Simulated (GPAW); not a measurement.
# Work function of a 8-layer slab of Pb(100) at several levels, part 2 of 2

Wanted: work functions and dipole of a 8-layer slab of Pb(100), with the cost of each level.

GPAW 26.7.0; GPAW, PAW setups; slab in vacuum, relaxation (the session's first sound run).

So far, upper work function (eV): step 2 (relaxation) 3.77; step 3 (the slab's potential) 3.77.

**4. Self-consistent run: xc = "vdW-DF2"**

The same geometry under vdW-DF2, to see how far the functional moves the levels against the vacuum (the van der Waals functionals take revPBE setups).

File run.py:

```python
import json
import numpy as np
from ase import Atoms
from gpaw import GPAW, PW

slab = Atoms(
    ['Pb', 'Pb', 'Pb', 'Pb', 'Pb', 'Pb', 'Pb', 'Pb'],
    positions=[
        [1.75009, 1.75009, 8.00000],
        [0.00000, 0.00000, 10.47500],
        [1.75009, 1.75009, 12.95000],
        [0.00000, 0.00000, 15.42500],
        [1.75009, 1.75009, 17.96141],
        [0.00000, -0.00000, 20.43390],
        [1.75009, 1.75009, 23.13873],
        [-0.00000, 0.00000, 25.48923]],
    cell=[[3.50018, 0.0, 0.0], [0.0, 3.50018, 0.0], [0.0, 0.0, 33.325]],
    pbc=[True, True, False])

slab.calc = GPAW(mode=PW(400), xc='vdW-DF2', kpts={'size': (9, 9, 1), 'gamma': True},
                 occupations={'name': 'fermi-dirac', 'width': 0.1}, nbands='200%',
                 convergence={'density': 1e-05}, maxiter=200,
                 poissonsolver={'dipolelayer': 'xy'},
                 symmetry={'tolerance': 1e-3}, txt='slab.txt')
result = {}
energy = slab.get_potential_energy()
fermi = slab.calc.get_fermi_level()
v = slab.calc.get_electrostatic_potential().mean((0, 1)) - fermi
n = slab.calc.get_pseudo_density().mean((0, 1))
L = slab.cell[2, 2]
z = np.arange(len(v)) * L / len(v)
low, high = slab.positions[:, 2].min(), slab.positions[:, 2].max()
below, above = np.interp([low - 5.8, high + 5.8], z, v)
slopes = [np.interp(x, z, np.gradient(v, z)) for x in (low - 5.8, high + 5.8)]
eps = np.array([[slab.calc.get_eigenvalues(k, s) for k in range(len(slab.calc.get_ibz_k_points()))]
                for s in range(slab.calc.get_number_of_spins())]) - fermi
top, bottom = eps[eps < 0].max(), eps[eps > 0].min()
dipole = slab.get_dipole_moment()[2]
print(f'energy {energy:.4f} eV, Fermi level {fermi:.4f} eV, dipole {dipole:.5f} e A')
print(f'potential 5.8 A off the faces, from the Fermi level: lower {below:.4f} eV, upper {above:.4f} eV')
print(f'slope of the potential there: lower {slopes[0]:.5f}, upper {slopes[1]:.5f} eV/A')
print(f'nearest levels on the mesh: {top:.4f} and {bottom:.4f} eV')
print('magnetic moment', round(slab.get_magnetic_moment(), 3))
result.update(energy=energy, fermi=fermi, dipole=dipole, below=below, above=above, slopes=slopes, edges=[top, bottom],
              z=z.tolist(), v=v.tolist(), n=n.tolist(), positions=slab.positions.tolist(),
              forces=slab.get_forces(apply_constraint=False).tolist(), moments=slab.get_magnetic_moments().tolist())
json.dump(result, open('result.json', 'w'))
```

Command:

```
$ OMP_NUM_THREADS=1 OPENBLAS_NUM_THREADS=1 python run.py
```

The program printed:

```text
energy -1369.3339 eV, Fermi level 2.9989 eV, dipole -0.00402 e A
potential 5.8 A off the faces, from the Fermi level: lower 4.1339 eV, upper 4.1958 eV
slope of the potential there: lower -0.00084, upper 0.00069 eV/A
nearest levels on the mesh: -0.1017 and 0.0046 eV
magnetic moment 0.0
```

Wall time 14 min (1 thread of Intel Xeon 6975P-C (Granite Rapids), shared host); peak memory 0.73 GiB.

This step gave:

- dipole along the normal: -0.004024 e·Å
- levels nearest the Fermi level on the mesh: -0.1017, 0.004570 eV from the Fermi level
- upper work function: 4.196 eV
- lower work function: 4.134 eV

The electrostatic potential energy of an electron (without an applied field's), less the Fermi level, planar mean oscillates, so the rows of the table below give means over windows of 2.5 Å about each position, cut where the curve ends. Its maxima inside the range that stand out by 2 % of the span (Å: eV): 9.3: -0.291, 11.7: -0.413, 14.3: -0.420, 16.7: -0.0199, 19.2: -0.359, 21.8: 0.686, 24.3: -0.991. Its minima: 8.0: -18.6, 10.5: -18.7, 12.9: -18.8, 15.4: -18.8, 17.9: -18.6, 20.4: -18.7, 23.1: -18.7, 25.5: -18.6.

The electrostatic potential energy of an electron (without an applied field's), less the Fermi level, planar mean by z; means over each step:

```csv
z (Å),"electrostatic potential energy of an electron (without an applied field's), less the Fermi level, planar mean (eV)"
1.25,4.14
3.75,4.12
6.25,1.81
8.75,-7.75
11.25,-7.98
13.75,-7.88
16.25,-7.55
18.75,-7.91
21.25,-6.83
23.75,-8.34
26.25,-5.53
28.75,4.12
31.25,4.20
```

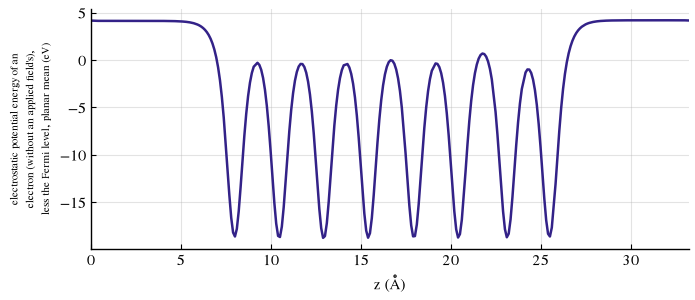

Electrostatic potential energy of an electron (without an applied field's), less the Fermi level, planar mean, plotted against z.

The pseudo valence density, planar mean oscillates, so the rows of the table below give means over windows of 2.5 Å about each position, cut where the curve ends. Its maxima inside the range that stand out by 2 % of the span (Å: e/Å³): 7.9: 1.01, 10.4: 1.03, 12.9: 1.04, 15.4: 1.04, 17.9: 1.03, 20.4: 1.04, 23.1: 1.04, 25.4: 1.02. Its minima: 9.2: 0.146, 11.7: 0.144, 14.2: 0.143, 16.7: 0.133, 19.2: 0.144, 21.9: 0.110, 24.4: 0.169.

Pseudo valence density, planar mean against z; means over each step:

```csv
z (Å),"pseudo valence density, planar mean (e/Å³)"
1.25,2.8e-6
3.75,2.5e-4
6.25,0.0743
8.75,0.460
11.25,0.462
13.75,0.462
16.25,0.450
18.75,0.463
21.25,0.423
23.75,0.479
26.25,0.381
28.75,0.00207
31.25,1.1e-5
```

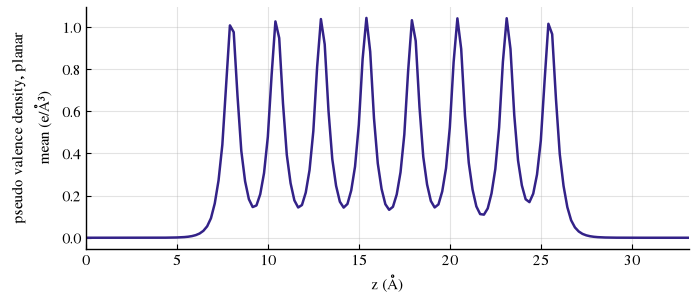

Pseudo valence density, planar mean against z.

Force by atom:

```csv
atom,x (eV/Å),y (eV/Å),z (eV/Å),size
Pb1,0.000,0.000,-0.295,0.295
Pb2,0.000,0.000,-0.397,0.397
Pb3,0.000,0.000,0.188,0.188
Pb4,0.000,0.000,0.043,0.043
Pb5,0.000,0.000,0.010,0.010
Pb6,0.000,0.000,0.100,0.100
Pb7,0.000,0.000,-0.156,0.156
Pb8,0.000,0.000,0.522,0.522
```

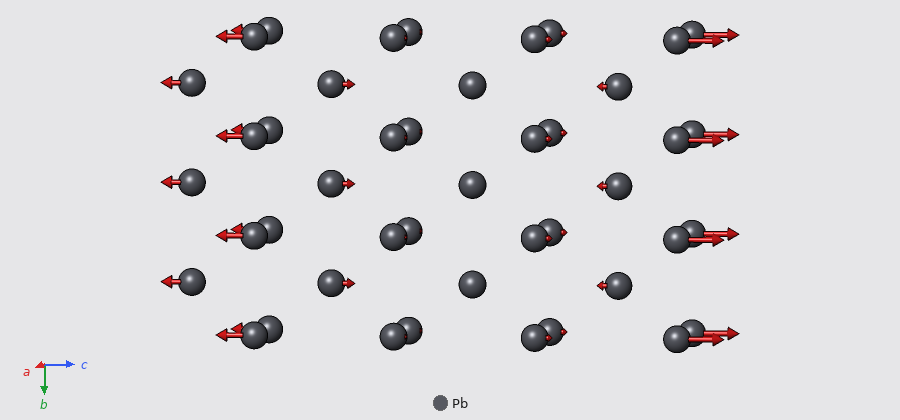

Force as arrows, the longest 0.522 eV/Å. 1×3×1 cells are drawn. Some periodic images of atoms are drawn too.

The upper face's work function is 4.196 eV, against 3.770 eV in the first plane-wave PBE run at this geometry.

**5. Self-consistent run: xc = "RPBE"**

The same geometry under RPBE, to see how far the functional moves the levels against the vacuum.

Changes to run.py since step 4:

```diff
@@ -19,3 +19,3 @@
 
-slab.calc = GPAW(mode=PW(400), xc='vdW-DF2', kpts={'size': (9, 9, 1), 'gamma': True},
+slab.calc = GPAW(mode=PW(400), xc='RPBE', kpts={'size': (9, 9, 1), 'gamma': True},
                  occupations={'name': 'fermi-dirac', 'width': 0.1}, nbands='200%',
```

The program printed:

```text
energy -26.3494 eV, Fermi level 3.1865 eV, dipole -0.00480 e A
potential 5.8 A off the faces, from the Fermi level: lower 3.5482 eV, upper 3.6213 eV
slope of the potential there: lower -0.00023, upper 0.00022 eV/A
nearest levels on the mesh: -0.0125 and 0.0114 eV
magnetic moment 0.0
```

The job ended after 5.3 min (1 thread; peak memory 0.47 GiB).

This step gave:

- dipole along the normal: -0.004797 e·Å
- levels nearest the Fermi level on the mesh: -0.01252, 0.01142 eV from the Fermi level
- upper work function: 3.621 eV
- lower work function: 3.548 eV

The upper face's work function is 3.621 eV, against 3.770 eV in the first plane-wave PBE run at this geometry.

**6. Self-consistent run: xc = "revPBE"**

The same geometry under revPBE, to see how far the functional moves the levels against the vacuum.

Changes to run.py since step 5:

```diff
@@ -19,3 +19,3 @@
 
-slab.calc = GPAW(mode=PW(400), xc='RPBE', kpts={'size': (9, 9, 1), 'gamma': True},
+slab.calc = GPAW(mode=PW(400), xc='revPBE', kpts={'size': (9, 9, 1), 'gamma': True},
                  occupations={'name': 'fermi-dirac', 'width': 0.1}, nbands='200%',
```

The program printed:

```text
energy -26.8762 eV, Fermi level 3.1586 eV, dipole -0.00467 e A
potential 5.8 A off the faces, from the Fermi level: lower 3.5620 eV, upper 3.6333 eV
slope of the potential there: lower -0.00022, upper 0.00021 eV/A
nearest levels on the mesh: -0.0135 and 0.0118 eV
magnetic moment 0.0
```

Run time: 5.1 min. Hardware: 1 thread; peak memory 0.47 GiB.

Numbers from this step:

```
dipole along the normal                    : -0.004667 e·Å
levels nearest the Fermi level on the mesh : -0.01354, 0.01177 eV from the Fermi level
upper work function                        : 3.633 eV
lower work function                        : 3.562 eV
```

The electrostatic potential energy of an electron (without an applied field's), less the Fermi level, planar mean oscillates, so the rows of the table below give means over windows of 2.5 Å about each position, cut where the curve ends. Its maxima inside the range that stand out by 2 % of the span (Å: eV): 9.3: -0.155, 11.7: -0.279, 14.3: -0.291, 16.7: 0.111, 19.2: -0.233, 21.8: 0.791, 24.3: -0.851. Its minima: 8.0: -18.6, 10.5: -18.5, 12.9: -18.6, 15.4: -18.6, 17.9: -18.5, 20.4: -18.6, 23.1: -18.6, 25.5: -18.6.

Table of electrostatic potential energy of an electron (without an applied field's), less the Fermi level, planar mean by z; means over each step:

```csv
z (Å),"electrostatic potential energy of an electron (without an applied field's), less the Fermi level, planar mean (eV)"
1.25,3.56
3.75,3.56
6.25,1.45
8.75,-7.66
11.25,-7.85
13.75,-7.76
16.25,-7.44
18.75,-7.79
21.25,-6.73
23.75,-8.21
26.25,-5.66
28.75,3.58
31.25,3.63
```

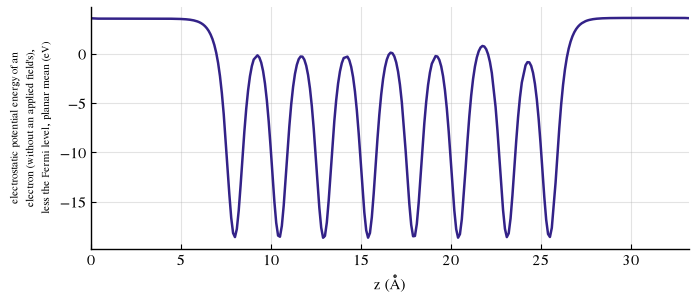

Electrostatic potential energy of an electron (without an applied field's), less the Fermi level, planar mean against z.

The upper face's work function is 3.633 eV, against 3.770 eV in the first plane-wave PBE run at this geometry.

**7. OptPBE vdW: xc = "optPBE-vdW"**

The same geometry under optPBE-vdW, to see how far the functional moves the levels against the vacuum (the van der Waals functionals take revPBE setups).

Changes to run.py since step 6:

```diff
@@ -19,3 +19,3 @@
 
-slab.calc = GPAW(mode=PW(400), xc='revPBE', kpts={'size': (9, 9, 1), 'gamma': True},
+slab.calc = GPAW(mode=PW(400), xc='optPBE-vdW', kpts={'size': (9, 9, 1), 'gamma': True},
                  occupations={'name': 'fermi-dirac', 'width': 0.1}, nbands='200%',
```

The program printed:

```text
energy -152.3031 eV, Fermi level 2.9778 eV, dipole -0.00458 e A
potential 5.8 A off the faces, from the Fermi level: lower 3.9195 eV, upper 3.9894 eV
slope of the potential there: lower -0.00028, upper 0.00027 eV/A
nearest levels on the mesh: -0.0028 and 0.0183 eV
magnetic moment 0.0
```

Elapsed: 6.1 min, on 1 thread; peak memory 0.72 GiB.

Numbers from this step:

```yaml
dipole_along_the_normal: -0.004582 e·Å
levels_nearest_the_fermi_level_on_the_mesh: -0.002839, 0.01828 eV from the Fermi level
upper_work_function: 3.989 eV
lower_work_function: 3.919 eV
```

The electrostatic potential energy of an electron (without an applied field's), less the Fermi level, planar mean oscillates, so the rows of the table below give means over windows of 2.5 Å about each position, cut where the curve ends. Its maxima inside the range that stand out by 2 % of the span (Å: eV): 9.3: -0.107, 11.7: -0.221, 14.3: -0.232, 16.7: 0.168, 19.2: -0.176, 21.8: 0.859, 24.3: -0.805. Its minima: 8.0: -18.5, 10.5: -18.5, 12.9: -18.6, 15.4: -18.6, 17.9: -18.4, 20.4: -18.5, 23.1: -18.5, 25.5: -18.5.

The electrostatic potential energy of an electron (without an applied field's), less the Fermi level, planar mean by z; means over each step:

```csv
z (Å),"electrostatic potential energy of an electron (without an applied field's), less the Fermi level, planar mean (eV)"
1.25,3.92
3.75,3.91
6.25,1.69
8.75,-7.60
11.25,-7.78
13.75,-7.69
16.25,-7.36
18.75,-7.72
21.25,-6.65
23.75,-8.15
26.25,-5.52
28.75,3.92
31.25,3.99
```

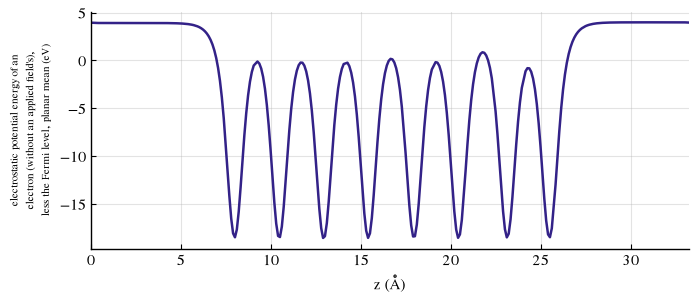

Electrostatic potential energy of an electron (without an applied field's), less the Fermi level, planar mean, plotted against z.

The upper face's work function is 3.989 eV, against 3.770 eV in the first plane-wave PBE run at this geometry.

**8. Self-consistent run: xc = "LDA"**

The same geometry under LDA, to see how far the functional moves the levels against the vacuum.

Changes to run.py since step 7:

```diff
@@ -19,3 +19,3 @@
 
-slab.calc = GPAW(mode=PW(400), xc='optPBE-vdW', kpts={'size': (9, 9, 1), 'gamma': True},
+slab.calc = GPAW(mode=PW(400), xc='LDA', kpts={'size': (9, 9, 1), 'gamma': True},
                  occupations={'name': 'fermi-dirac', 'width': 0.1}, nbands='200%',
```

The program printed:

```text
energy -34.6027 eV, Fermi level 2.6964 eV, dipole -0.00469 e A
potential 5.8 A off the faces, from the Fermi level: lower 4.0150 eV, upper 4.0866 eV
slope of the potential there: lower -0.00017, upper 0.00018 eV/A
nearest levels on the mesh: -0.0155 and 0.0140 eV
magnetic moment 0.0
```

It took 8.7 min on 1 thread; peak memory 0.48 GiB.

This step gave:

```
dipole along the normal                    : -0.004691 e·Å
levels nearest the Fermi level on the mesh : -0.01547, 0.01397 eV from the Fermi level
upper work function                        : 4.087 eV
lower work function                        : 4.015 eV
```

The electrostatic potential energy of an electron (without an applied field's), less the Fermi level, planar mean oscillates, so the rows of the table below give means over windows of 2.5 Å about each position, cut where the curve ends. Its maxima inside the range that stand out by 2 % of the span (Å: eV): 9.3: 0.325, 11.7: 0.213, 14.3: 0.197, 16.7: 0.600, 19.2: 0.255, 21.8: 1.28, 24.3: -0.365. Its minima: 8.0: -18.2, 10.5: -18.1, 12.9: -18.2, 15.4: -18.2, 17.9: -18.1, 20.4: -18.2, 23.1: -18.2, 25.5: -18.1.

Table of electrostatic potential energy of an electron (without an applied field's), less the Fermi level, planar mean by z; means over each step:

```csv
z (Å),"electrostatic potential energy of an electron (without an applied field's), less the Fermi level, planar mean (eV)"
1.25,4.02
3.75,4.01
6.25,1.91
8.75,-7.20
11.25,-7.38
13.75,-7.29
16.25,-6.96
18.75,-7.32
21.25,-6.26
23.75,-7.74
26.25,-5.21
28.75,4.03
31.25,4.09
```

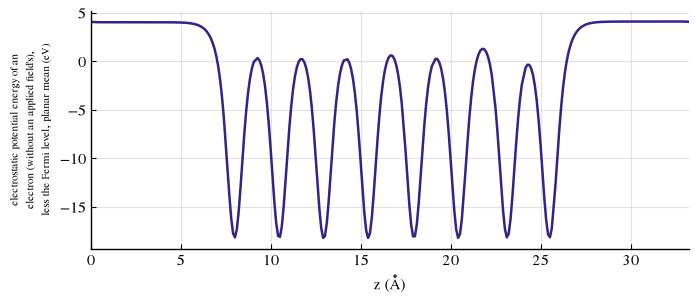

Electrostatic potential energy of an electron (without an applied field's), less the Fermi level, planar mean against z.

The upper face's work function is 4.087 eV, against 3.770 eV in the first plane-wave PBE run at this geometry.

**9. Real-space grid: mode = "fd"**

A real-space grid is a second complete basis, so it checks the plane-wave result.

Changes to run.py since step 8:

```diff
@@ -3,3 +3,3 @@
 from ase import Atoms
-from gpaw import GPAW, PW
+from gpaw import GPAW
 
@@ -19,3 +19,3 @@
 
-slab.calc = GPAW(mode=PW(400), xc='LDA', kpts={'size': (9, 9, 1), 'gamma': True},
+slab.calc = GPAW(mode='fd', h=0.18, xc='PBE', kpts={'size': (9, 9, 1), 'gamma': True},
                  occupations={'name': 'fermi-dirac', 'width': 0.1}, nbands='200%',
```

The program printed:

```text
energy -30.1805 eV, Fermi level -3.7343 eV, dipole -0.00483 e A
potential 5.8 A off the faces, from the Fermi level: lower 3.6986 eV, upper 3.7699 eV
slope of the potential there: lower -0.00012, upper 0.00011 eV/A
nearest levels on the mesh: -0.0143 and 0.0139 eV
magnetic moment 0.0
```

It took 36 min on 1 thread; peak memory 2.9 GiB.

This step gave:

```
dipole along the normal                    : -0.004827 e·Å
levels nearest the Fermi level on the mesh : -0.01430, 0.01389 eV from the Fermi level
upper work function                        : 3.770 eV
lower work function                        : 3.699 eV
```

The upper face's work function is 3.770 eV, against 3.770 eV in the first plane-wave PBE run at this geometry.

**10. Atomic orbitals: mode = "lcao"**

Atom-centred orbitals end a few angstrom from the surface, which tests how much the density's tail matters.

Changes to run.py since step 9:

```diff
@@ -19,4 +19,4 @@
 
-slab.calc = GPAW(mode='fd', h=0.18, xc='PBE', kpts={'size': (9, 9, 1), 'gamma': True},
-                 occupations={'name': 'fermi-dirac', 'width': 0.1}, nbands='200%',
+slab.calc = GPAW(mode='lcao', basis='dzp', h=0.18, xc='PBE', kpts={'size': (9, 9, 1), 'gamma': True},
+                 occupations={'name': 'fermi-dirac', 'width': 0.1}, nbands='120%',
                  convergence={'density': 1e-05}, maxiter=200,
```

The program printed:

```text
energy -26.6561 eV, Fermi level -3.5851 eV, dipole -0.00475 e A
potential 5.8 A off the faces, from the Fermi level: lower 3.5500 eV, upper 3.6202 eV
slope of the potential there: lower 0.00000, upper 0.00000 eV/A
nearest levels on the mesh: -0.0184 and 0.0073 eV
magnetic moment 0.0
```

Wall time 7.3 min (1 thread); peak memory 0.56 GiB.

Numbers from this step:

| Item | Value |
| --- | --- |
| dipole along the normal | -0.004753 e·Å |
| levels nearest the Fermi level on the mesh | -0.01839, 0.007269 eV from the Fermi level |
| upper work function | 3.620 eV |
| lower work function | 3.550 eV |

The upper face's work function is 3.620 eV, against 3.770 eV in the first plane-wave PBE run at this geometry.

**11. All levels side by side**

Times are for 1 thread of Intel Xeon 6975P-C (Granite Rapids), shared host. Results by setting:

```csv
no.,run,upper work function (eV),lower work function (eV),time,memory (GiB)
1,pw,3.770,3.698,5.2 min,0.47
2,vdW DF2,4.196,4.134,14 min,0.73
3,RPBE,3.621,3.548,5.3 min,0.47
4,revPBE,3.633,3.562,5.1 min,0.47
5,optPBE vdW,3.989,3.919,6.1 min,0.72
6,LDA,4.087,4.015,8.7 min,0.48
7,fd,3.770,3.699,36 min,2.9
8,lcao,3.620,3.550,7.3 min,0.56
```

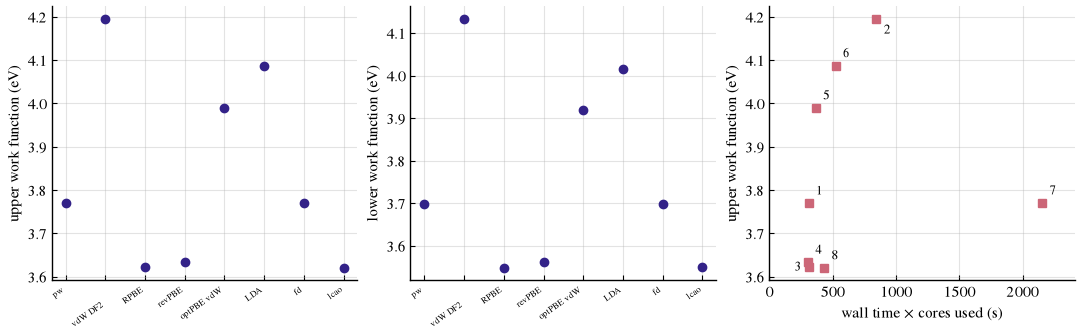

The series as plots; the last panel sets the first result against cost, with the runs numbered as in the table.

**12. Side by side**

Results and costs are gathered.

This step: comparison of work functions, dipole and cost (GPAW 26.7.0).

Ladder, by row:

```csv
step,code,"work function, upper (eV)","work function, lower (eV)",dipole (e Å),wall time (s),peak memory (GiB),threads
pw,GPAW,3.77,3.698,-0.004694,313.7,0.47,1
vdW-DF2,GPAW,4.196,4.134,-0.004024,846,0.73,1
RPBE,GPAW,3.621,3.548,-0.004797,315.4,0.47,1
revPBE,GPAW,3.633,3.562,-0.004667,308,0.47,1
optPBE-vdW,GPAW,3.989,3.919,-0.004582,367.6,0.72,1
LDA,GPAW,4.087,4.015,-0.004691,524.7,0.48,1
fd,GPAW,3.77,3.699,-0.004827,2156,2.87,1
lcao,GPAW,3.62,3.55,-0.004753,435.6,0.56,1
```

**13. What came out**

| Quantity | Value |
| --- | --- |
| work function, upper and lower face | 3.770 and 3.698 eV |
| dipole along the normal | -0.00469 e Å |

With plane waves and PBE the work function is 3.77 eV on the upper face and 3.70 eV on the lower. The two faces differ by 0.072 eV, the step that the slab's dipole makes (e p/(ε0 A) gives 0.069 eV), so the dipole layer is needed. The lowest atoms were held at bulk positions, which alone makes the faces unlike. The measured value for polycrystalline Pb, which weights the faces of low work function, is 4.25 eV (as compiled in "Anisotropic work function of elemental crystals", 2019, arxiv:1902.07811); the relaxed upper face lies 0.48 eV under it with PBE, and vdW-DF2 comes nearest (4.20 eV). Measured work functions scatter by a tenth of an eV or more between methods. Over the sound runs of the table the upper face's work function spans 3.620 (lcao) to 4.196 eV (vdW-DF2). Atomic orbitals miss the plane-wave value by -0.15 eV, since they describe the tail of the density in the vacuum poorly. The in-plane lattice was kept as typed, which isn't the functional's own and leaves some strain; spin-orbit coupling and temperature are left out.

[Logs are printed without paths, hosts, clocks, repeated set-up lines and the standing remarks that a program may print on its own settings, such as how far it seeks lower states.]

[Hosts, paths, dates, database ids (printed as entryN), source tags and the programs' standing remarks are cut or masked in the printed files.]
